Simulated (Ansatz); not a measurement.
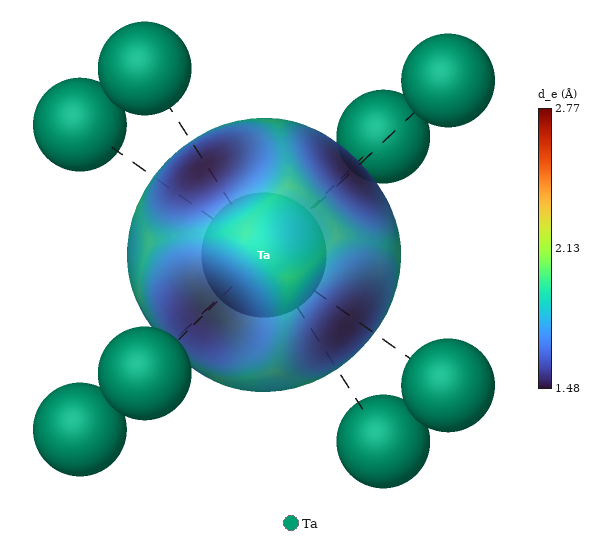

Hirshfeld surface computed for one Ta atom in Ta (Im-3m, No. 229), coloured by d_e. Dashed lines lead to the closest neighbours outside.

The surface is where the fragment's share of the procrystal density (the sum of the densities of spherically averaged neutral Hartree-Fock atoms) equals one half. d_i and d_e are the distances from the surface to the nearest nucleus inside and outside. From Rb on the atoms have core potentials, so only their outer electrons count.

Origin of the cell: the input geometry of an electronic-structure calculation (not necessarily at equilibrium).

```cif
data_structure
_symmetry_space_group_name_H-M 'Im-3m'
_symmetry_Int_Tables_number 229
_cell_length_a 3.2838
_cell_length_b 3.2838
_cell_length_c 3.2838
_cell_angle_alpha 90.000
_cell_angle_beta 90.000
_cell_angle_gamma 90.000
_cell_volume 35.41
loop_
_atom_site_label
_atom_site_type_symbol
_atom_site_symmetry_multiplicity
_atom_site_Wyckoff_symbol
_atom_site_fract_x
_atom_site_fract_y
_atom_site_fract_z
_atom_site_occupancy
Ta1 Ta 2 a 0.00000 0.00000 0.00000 1
```

What is the shortest distance from the fragment to an atom outside it?

Ta–Ta, 2.84 Å.

How is the surface shared among contacts (nearest atom inside ··· nearest atom outside)?

Ta···Ta 100 %. The surface faces 14 neighbours with more than 2 % of its area each: 14 Ta.

Give the size and shape of the surface.

It encloses about 11.9 Å³, has an area of about 26 Å² and a globularity of 0.99 (1 for a sphere).
